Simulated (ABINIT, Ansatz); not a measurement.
# KRb2GaF6 (Fm-3m): changed settings of a GW run in ABINIT

Aim: change inputs of a GW run on KRb2GaF6 (Fm-3m) and see what moves.

Calculated with ABINIT 10.8.3; PBEsol and many-body steps on it, plane waves.

### Step 1. The structure

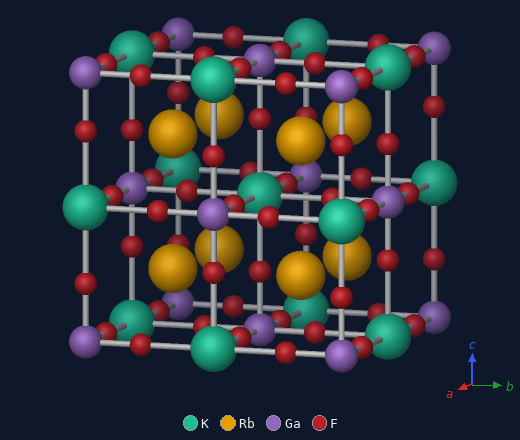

The starting structure, seen slightly off an axis (potassium teal, rubidium orange, gallium purple, fluorine red). This picture shows the conventional cell, with its axes. Some periodic images of atoms are drawn too.

The cell and positions are those that the Materials Project relaxed with its own functionals (PBE, PBE+U or r2SCAN), kept fixed.

### Step 2. Screening, 2×2×2 mesh, 249 bands, screening to 141.5 eV

This step: ABINIT 10.8.3; RPA screening on PBEsol, plane waves, norm-conserving pseudopotentials.

The RPA dielectric matrix is built and inverted for each q.

Contents of run.abi:

```
acell 3*1.0 Angstrom
rprim 
  -0.000000000000 4.378547672900 4.378547672900
  4.378547672900 -0.000000000000 4.378547672900
  4.378547672900 4.378547672900 -0.000000000000
ntypat 4
znucl 19 37 31 9
natom 10
typat 1 2 2 3 4 4 4 4 4 4
xred 
  0.500000000000 0.500000000000 0.500000000000
  0.750000000000 0.750000000000 0.750000000000
  0.250000000000 0.250000000000 0.250000000000
  0.000000000000 0.000000000000 0.000000000000
  0.783440950000 0.216559050000 0.783440950000
  0.216559050000 0.216559050000 0.783440950000
  0.783440950000 0.783440950000 0.216559050000
  0.783440950000 0.216559050000 0.216559050000
  0.216559050000 0.783440950000 0.216559050000
  0.216559050000 0.783440950000 0.783440950000
pp_dirpath "pseudos"
pseudos "K.upf, Rb.upf, Ga.upf, F.upf"
ecut 45
ngkpt 2 2 2
nshiftk 1
shiftk 0 0 0
kptopt 1
chksymbreak 0
istwfk *1
occopt 1
irdwfk 1
optdriver 3
nband 249
ecuteps 5.2
inclvkb 2
awtr 1
symchi 1
indata_prefix "in"
outdata_prefix "out"
tmpdata_prefix "tmp"
```

On the command line:

```sh
> OMP_NUM_THREADS=1 mpirun -n 8 abinit run.abi > log
```

Output:

```text
.Version 10.8.3 of ABINIT. v10.8.2 released Aug 2026.

 Symmetries : space group Fm -3 m (#225); Bravais cF (face-center cubic)
[... echo of the input left out ...]
== DATASET  1 ==================================================================
-   mpi_nproc: 8, omp_nthreads: 1 (-1 if OMP is not activated)

--- !DatasetInfo
iteration_state: {dtset: 1, }
dimensions: {natom: 10, nkpt: 3, mband: 249, nsppol: 1, nspinor: 1, nspden: 1, mpw: 16361, }
cutoff_energies: {ecut:  45.0, pawecutdg:  -1.0, }
electrons: {nelect:   9.00000000E+01, charge:   0.00000000E+00, occopt:   1.00000000E+00, tsmear:   1.00000000E-02, }

 SCREENING: Calculation of the susceptibility and dielectric matrices

 Based on a program developped by R.W. Godby, V. Olevano, G. Onida, and L. Reining.
 Incorporated in ABINIT by V. Olevano, G.-M. Rignanese, and M. Torrent.
.Using double precision arithmetic ; gwpc =  8

[... cell and pseudopotentials left out ...]
--------------------------------------------------------------------------------

 ==== K-mesh for the wavefunctions ====
 Number of points in the irreducible wedge :     3
[... list of points left out ...]
 Together with 48 symmetry operations and time-reversal symmetry
 yields     8 points in the full Brillouin Zone.

 ==== Q-mesh for the screening function ====
 Number of points in the irreducible wedge :     3
[... list of points left out ...]
 Together with 48 symmetry operations and time-reversal symmetry
 yields     8 points in the full Brillouin Zone.

 setmesh: FFT mesh size selected  =    48x   48x   48
          total number of points  =       110592

 vcoul_init : cutoff-mode = AUXILIARY_FUNCTION
 q-points for optical limit:   1
     1)      0.000010    0.000020    0.000030

- screening: taking advantage of time-reversal symmetry
- Maximum band index for partially occupied states nbvw = 45
- Remaining bands to be divided among processors   nbcw = 204
- Number of bands treated by each node ~25

 Number of electrons calculated from density =   90.0000; Expected =   90.0000
 average of density, n =  0.079438
 r_s =    1.4431
 omega_plasma =   27.1874 [eV]

 calculating chi0 at frequencies [eV] :
  1    0.000000E+00    0.000000E+00
  2    0.000000E+00    2.718745E+01

--------------------------------------------------------------------------------
  q-point number  1        q = ( 0.000000, 0.000000, 0.000000) [r.l.u.]
--------------------------------------------------------------------------------
[... chi0 elements left out ...]
 For q-point:  0.000010 0.000020 0.000030
  dielectric constant =   2.0645
  dielectric constant without local fields =   2.2738

  Average fulfillment of the sum rule on Im[epsilon] for q-point    1 :     50.20  [%]
[... wings left out ...]
  q-point number  2        q = ( 0.500000, 0.000000, 0.000000) [r.l.u.]
--------------------------------------------------------------------------------
[... chi0 elements left out ...]
  Average fulfillment of the sum rule on Im[epsilon] for q-point    2 :     53.86  [%]

 [... 1 further q-points ...]
```

The job ended after 5.1 min (8 MPI ranks of Arm Neoverse N1, shared host; peak memory 5.8 GiB; 41 min of CPU time).

This step gave:

* ε∞ with local fields, on this mesh, along the program's q direction: 2.064
* the same without local fields: 2.274
* plasma frequency: 27.19 eV
* plane waves in the screening matrix: 645

Local fields lower ε∞ by 9 %. On a Γ-centred mesh this coarse the value itself is usually too large, while a short band sum pulls it down.

### Step 3. Base

The self-energy is evaluated for the states that the input lists, and the levels follow from it, in one-shot runs by the linearised quasiparticle equation.

This step: G0W0 on PBEsol, plane waves, norm-conserving pseudopotentials.

Edit run.abi of step 2 so:

```diff
@@ -31,8 +31,15 @@
 irdwfk 1
-optdriver 3
+optdriver 4
 nband 249
+gwcalctyp 0
+ecutsigx 45
+symsigma 1
+nkptgw 1
+kptgw 
+  0.0000000000 0.0000000000 0.0000000000
+bdgw 
+  43 48
 ecuteps 5.2
-inclvkb 2
-awtr 1
-symchi 1
+irdscr 1
+ppmodel 1
 indata_prefix "in"
```

Output:

```text
.Version 10.8.3 of ABINIT. v10.8.2 released Aug 2026.

 Symmetries : space group Fm -3 m (#225); Bravais cF (face-center cubic)
[... echo of the input left out ...]
== DATASET  1 ==================================================================
-   mpi_nproc: 8, omp_nthreads: 1 (-1 if OMP is not activated)

--- !DatasetInfo
iteration_state: {dtset: 1, }
dimensions: {natom: 10, nkpt: 3, mband: 249, nsppol: 1, nspinor: 1, nspden: 1, mpw: 16361, }
cutoff_energies: {ecut:  45.0, pawecutdg:  -1.0, }
electrons: {nelect:   9.00000000E+01, charge:   0.00000000E+00, occopt:   1.00000000E+00, tsmear:   1.00000000E-02, }

 SIGMA: Calculation of the GW corrections

 Based on a program developped by R.W. Godby, V. Olevano, G. Onida, and L. Reining.
 Incorporated in ABINIT by V. Olevano, G.-M. Rignanese, and M. Torrent.
.Using double precision arithmetic ; gwpc =  8

[... cell and pseudopotentials left out ...]
--------------------------------------------------------------------------------

 ==== K-mesh for the wavefunctions ====
 Number of points in the irreducible wedge :     3
[... list of points left out ...]
 Together with 48 symmetry operations and time-reversal symmetry
 yields     8 points in the full Brillouin Zone.

 ==== Q-mesh for screening function ====
 Number of points in the irreducible wedge :     3
[... list of points left out ...]
 Together with 48 symmetry operations and time-reversal symmetry
 yields     8 points in the full Brillouin Zone.

 vcoul_init : cutoff-mode = AUXILIARY_FUNCTION
 q-points for optical limit:   1
     1)      0.000010    0.000020    0.000030
 setmesh: FFT mesh size selected  =    72x   72x   72
          total number of points  =       373248

 Number of electrons calculated from density =   90.0000; Expected =   90.0000
 average of density, n =  0.079438
 r_s =    1.4431
 omega_plasma =   27.1874 [eV]

 === KS Band Gaps ===
  >>>> For spin  1
   Minimum direct gap =   6.1897 [eV], located at k-point      :   0.0000  0.0000  0.0000
   Fundamental gap    =   6.1897 [eV], Top of valence bands at :   0.0000  0.0000  0.0000
                                       Bottom of conduction at :   0.0000  0.0000  0.0000
 SIGMA fundamental parameters:
 PLASMON POLE MODEL  1
 number of plane-waves for SigmaX                16361
 number of plane-waves for SigmaC and W            645
 number of plane-waves for wavefunctions         16361
 number of bands                                   249
 number of independent spin polarizations            1
 number of spinorial components                      1
 number of k-points in IBZ                           3
 number of q-points in IBZ                           3
 number of symmetry operations                      48
 number of k-points in BZ                            8
 number of q-points in BZ                            8
 number of frequencies for dSigma/dE                 9
 frequency step for dSigma/dE [eV]                0.25
 number of omega for Sigma on real axis              0
 max omega for Sigma on real axis  [eV]           0.00
 zcut for avoiding poles [eV]                     0.10

 EPSILON^-1 parameters (SCR file):
 dimension of the eps^-1 matrix on file            645
 dimension of the eps^-1 matrix used               645
 number of plane-waves for wavefunctions         16361
 number of bands                                   249
 number of q-points in IBZ                           3
 number of frequencies                               2
 number of real frequencies                          1
 number of imag frequencies                          1

 matrix elements of self-energy operator (all in [eV])

 Perturbative Calculation

--- !SelfEnergy_ee
iteration_state: {dtset: 1, }
kpoint     : [   0.000,    0.000,    0.000, ]
spin       : 1
KS_gap     :    6.190
QP_gap     :    9.751
Delta_QP_KS:    3.561
data: !SigmaeeData |
     Band     E0 <VxcDFT>   SigX SigC(E0)      Z dSigC/dE  Sig(E)    E-E0       E
       43  -0.821 -22.439 -29.922   5.174   0.813  -0.230 -24.317  -1.878  -2.699
       44  -0.821 -22.439 -29.922   5.174   0.813  -0.230 -24.317  -1.878  -2.699
       45  -0.821 -22.439 -29.922   5.174   0.813  -0.230 -24.317  -1.878  -2.699
       46   5.369 -10.808  -6.266  -2.656   0.892  -0.121  -9.124   1.684   7.052
       47   8.334  -8.349  -3.744  -2.642   0.903  -0.108  -6.577   1.773  10.106
       48   8.334  -8.349  -3.744  -2.642   0.903  -0.108  -6.577   1.773  10.106

== END DATASET(S) ==============================================================
================================================================================

 -outvars: echo values of variables after computation  --------
           etotal      0.0000000000E+00
            nband         249
             nkpt           3
          spgroup         225
 [... the other variables as echoed above ...]

 Calculation completed.
```

The job ended after 39 s (8 MPI ranks; peak memory 3.8 GiB; 5.2 min of CPU time).

This step gave:

```
G0W0 gap on the points computed              : 9.751 eV
starting gap on the mesh                     : 6.190 eV
k of the valence top                         : 0, 0, 0
k of the conduction bottom                   : 0, 0, 0
Z at the valence top                         : 0.813
Z at the conduction bottom                   : 0.892
least direct G0W0 gap on the computed points : 9.751 eV
```

The gap on the mesh goes from 6.19 eV to 9.75 eV, a correction of +3.56 eV.

### Step 4. Broadening of the poles

Edit run.abi of step 3 so:

```diff
@@ -44,2 +44,3 @@
 ppmodel 1
+zcut 1.0 eV
 indata_prefix "in"
```

Output:

```text
.Version 10.8.3 of ABINIT. v10.8.2 released Aug 2026.

 Symmetries : space group Fm -3 m (#225); Bravais cF (face-center cubic)
[... echo of the input left out ...]
== DATASET  1 ==================================================================
-   mpi_nproc: 8, omp_nthreads: 1 (-1 if OMP is not activated)

--- !DatasetInfo
iteration_state: {dtset: 1, }
dimensions: {natom: 10, nkpt: 3, mband: 249, nsppol: 1, nspinor: 1, nspden: 1, mpw: 16361, }
cutoff_energies: {ecut:  45.0, pawecutdg:  -1.0, }
electrons: {nelect:   9.00000000E+01, charge:   0.00000000E+00, occopt:   1.00000000E+00, tsmear:   1.00000000E-02, }

 SIGMA: Calculation of the GW corrections

 Based on a program developped by R.W. Godby, V. Olevano, G. Onida, and L. Reining.
 Incorporated in ABINIT by V. Olevano, G.-M. Rignanese, and M. Torrent.
.Using double precision arithmetic ; gwpc =  8

[... cell and pseudopotentials left out ...]
--------------------------------------------------------------------------------

 ==== K-mesh for the wavefunctions ====
 Number of points in the irreducible wedge :     3
[... list of points left out ...]
 Together with 48 symmetry operations and time-reversal symmetry
 yields     8 points in the full Brillouin Zone.

 ==== Q-mesh for screening function ====
 Number of points in the irreducible wedge :     3
[... list of points left out ...]
 Together with 48 symmetry operations and time-reversal symmetry
 yields     8 points in the full Brillouin Zone.

 vcoul_init : cutoff-mode = AUXILIARY_FUNCTION
 q-points for optical limit:   1
     1)      0.000010    0.000020    0.000030
 setmesh: FFT mesh size selected  =    72x   72x   72
          total number of points  =       373248

 Number of electrons calculated from density =   90.0000; Expected =   90.0000
[...]
number of k-points in BZ                            8
 number of q-points in BZ                            8
 number of frequencies for dSigma/dE                 9
 frequency step for dSigma/dE [eV]                0.25
 number of omega for Sigma on real axis              0
 max omega for Sigma on real axis  [eV]           0.00
 zcut for avoiding poles [eV]                     1.00

 EPSILON^-1 parameters (SCR file):
 dimension of the eps^-1 matrix on file            645
 dimension of the eps^-1 matrix used               645
 number of plane-waves for wavefunctions         16361
 number of bands                                   249
 number of q-points in IBZ                           3
 number of frequencies                               2
 number of real frequencies                          1
 number of imag frequencies                          1

 matrix elements of self-energy operator (all in [eV])

 Perturbative Calculation

--- !SelfEnergy_ee
iteration_state: {dtset: 1, }
kpoint     : [   0.000,    0.000,    0.000, ]
spin       : 1
KS_gap     :    6.190
QP_gap     :    9.751
Delta_QP_KS:    3.561
data: !SigmaeeData |
     Band     E0 <VxcDFT>   SigX SigC(E0)      Z dSigC/dE  Sig(E)    E-E0       E
       43  -0.821 -22.439 -29.922   5.174   0.813  -0.230 -24.316  -1.878  -2.699
       44  -0.821 -22.439 -29.922   5.174   0.813  -0.230 -24.316  -1.878  -2.699
       45  -0.821 -22.439 -29.922   5.174   0.813  -0.230 -24.316  -1.878  -2.699
       46   5.369 -10.808  -6.266  -2.656   0.892  -0.121  -9.124   1.684   7.052
       47   8.334  -8.349  -3.744  -2.642   0.903  -0.107  -6.577   1.773  10.106
       48   8.334  -8.349  -3.744  -2.642   0.903  -0.107  -6.577   1.773  10.106

== END DATASET(S) ==============================================================
================================================================================

 -outvars: echo values of variables after computation  --------
           etotal      0.0000000000E+00
            nband         249
             nkpt           3
          spgroup         225
 [... the other variables as echoed above ...]

 Calculation completed.
```

The job ended after 35 s (8 MPI ranks; peak memory 3.8 GiB; 4.6 min of CPU time).

This step gave:

```
G0W0 gap on the points computed              : 9.751 eV
starting gap on the mesh                     : 6.190 eV
k of the valence top                         : 0, 0, 0
k of the conduction bottom                   : 0, 0, 0
Z at the valence top                         : 0.813
Z at the conduction bottom                   : 0.892
least direct G0W0 gap on the computed points : 9.751 eV
```

Against G0W0 in ABINIT (2×2×2 mesh, 249 bands, screening to 141.5 eV, Godby-Needs plasmon pole), the gap moves by +0.000 eV.

### Step 5. Exchange cutoff of one hartree

Edit run.abi of step 4 so:

```diff
@@ -34,3 +34,3 @@
 gwcalctyp 0
-ecutsigx 45
+ecutsigx 1
 symsigma 1
@@ -44,3 +44,2 @@
 ppmodel 1
-zcut 1.0 eV
 indata_prefix "in"
```

Output:

```text
.Version 10.8.3 of ABINIT. v10.8.2 released Aug 2026.

 Symmetries : space group Fm -3 m (#225); Bravais cF (face-center cubic)
[... echo of the input left out ...]
== DATASET  1 ==================================================================
-   mpi_nproc: 8, omp_nthreads: 1 (-1 if OMP is not activated)

--- !DatasetInfo
iteration_state: {dtset: 1, }
dimensions: {natom: 10, nkpt: 3, mband: 249, nsppol: 1, nspinor: 1, nspden: 1, mpw: 16361, }
cutoff_energies: {ecut:  45.0, pawecutdg:  -1.0, }
electrons: {nelect:   9.00000000E+01, charge:   0.00000000E+00, occopt:   1.00000000E+00, tsmear:   1.00000000E-02, }

 SIGMA: Calculation of the GW corrections

 Based on a program developped by R.W. Godby, V. Olevano, G. Onida, and L. Reining.
 Incorporated in ABINIT by V. Olevano, G.-M. Rignanese, and M. Torrent.
.Using double precision arithmetic ; gwpc =  8

[... cell and pseudopotentials left out ...]
--------------------------------------------------------------------------------

 ==== K-mesh for the wavefunctions ====
 Number of points in the irreducible wedge :     3
[... list of points left out ...]
 Together with 48 symmetry operations and time-reversal symmetry
 yields     8 points in the full Brillouin Zone.

 ==== Q-mesh for screening function ====
 Number of points in the irreducible wedge :     3
[... list of points left out ...]
 Together with 48 symmetry operations and time-reversal symmetry
 yields     8 points in the full Brillouin Zone.

 vcoul_init : cutoff-mode = AUXILIARY_FUNCTION
 q-points for optical limit:   1
     1)      0.000010    0.000020    0.000030
 setmesh: FFT mesh size selected  =    45x   45x   45
          total number of points  =        91125

 Number of electrons calculated from density =   90.0000; Expected =   90.0000
[...]
number of k-points in BZ                            8
 number of q-points in BZ                            8
 number of frequencies for dSigma/dE                 9
 frequency step for dSigma/dE [eV]                0.25
 number of omega for Sigma on real axis              0
 max omega for Sigma on real axis  [eV]           0.00
 zcut for avoiding poles [eV]                     0.10

 EPSILON^-1 parameters (SCR file):
 dimension of the eps^-1 matrix on file            645
 dimension of the eps^-1 matrix used                59
 number of plane-waves for wavefunctions         16361
 number of bands                                   249
 number of q-points in IBZ                           3
 number of frequencies                               2
 number of real frequencies                          1
 number of imag frequencies                          1

 matrix elements of self-energy operator (all in [eV])

 Perturbative Calculation

--- !SelfEnergy_ee
iteration_state: {dtset: 1, }
kpoint     : [   0.000,    0.000,    0.000, ]
spin       : 1
KS_gap     :    6.190
QP_gap     :    4.919
Delta_QP_KS:   -1.271
data: !SigmaeeData |
     Band     E0 <VxcDFT>   SigX SigC(E0)      Z dSigC/dE  Sig(E)    E-E0       E
       43  -0.821 -22.439 -18.591   3.237   0.877  -0.141 -16.229   6.210   5.389
       44  -0.821 -22.439 -18.591   3.237   0.877  -0.141 -16.229   6.210   5.389
       45  -0.821 -22.439 -18.591   3.237   0.877  -0.141 -16.229   6.210   5.389
       46   5.369 -10.808  -2.496  -2.837   0.902  -0.108  -5.869   4.939  10.308
       47   8.334  -8.349  -2.258  -2.744   0.906  -0.103  -5.315   3.034  11.368
       48   8.334  -8.349  -2.258  -2.744   0.906  -0.103  -5.315   3.034  11.368

== END DATASET(S) ==============================================================
================================================================================

 -outvars: echo values of variables after computation  --------
           etotal      0.0000000000E+00
            nband         249
             nkpt           3
          spgroup         225
 [... the other variables as echoed above ...]

 Calculation completed.
```

The job ended after 13 s (8 MPI ranks; peak memory 2.4 GiB).

The run ended normally, though the input holds a fault or crude settings.

The fault put into this input: exchange cutoff of one hartree. It printed a gap of 4.92 eV, an artefact of the input.

### Step 6. The runs together

Times are wall times on 8 MPI ranks of Arm Neoverse N1, shared host, good to a factor of about two. A run's time includes the screening step that it read.

```tsv
run	mesh	bands	screening cutoff (eV)	DFT gap (eV)	gap on the mesh (eV)	direct (eV)	ε∞ used	time
base	2×2×2	249	141.5	6.190	9.751	9.751	2.06	5.7 min
broadening of the poles	2×2×2	249	141.5	6.190	9.751	9.751	2.06	5.7 min
```

### Step 7. Outcome

```json
{
 "base": "9.751 eV",
 "broadening of the poles": "9.751 eV",
 "known limits": "not at the basis limit; no spin-orbit coupling; coarse k mesh"
}
```

In words: Broadening of the poles: no change against base (keys changed: zcut). Bands and cutoff are finite, so the gap is not at the basis limit. The miss can reach some tenths of an eV and take either sign; the mesh is an error of its own. In the G0W0 runs levels were corrected at 1 k point alone, so a gap called «on the mesh» is the least over those, and an edge elsewhere would be missed. The 2×2×2 mesh is coarse for this cell, which bears on the long-range parts of exchange and screening. The many-body steps are scalar-relativistic: spin-orbit coupling is not in them.

[Paths, hosts, dates, memory and timing lines, banners, echoed tables and standing remarks are left out of the program output.]

[Logs are printed without paths, hosts, clocks, repeated set-up lines and the standing remarks that a program may print on its own settings, such as how far it seeks lower states.]

[Runs of the session that timed out or met a known fault of the program may be left out.]

[Hosts, paths, dates, database ids (printed as entryN), source tags and the programs' standing remarks are cut or masked in the printed files.]

[G0W0 gaps are taken among the corrected bands and points alone; a level outside them can change the order at an edge.]

[Where Ansatz stands beside ABINIT at settings called matched, ABINIT's density can come from a denser mesh and the files from another edition; pairs whose starting gaps differed by over 0.03 eV were left out, so agreement reads better than it is.]
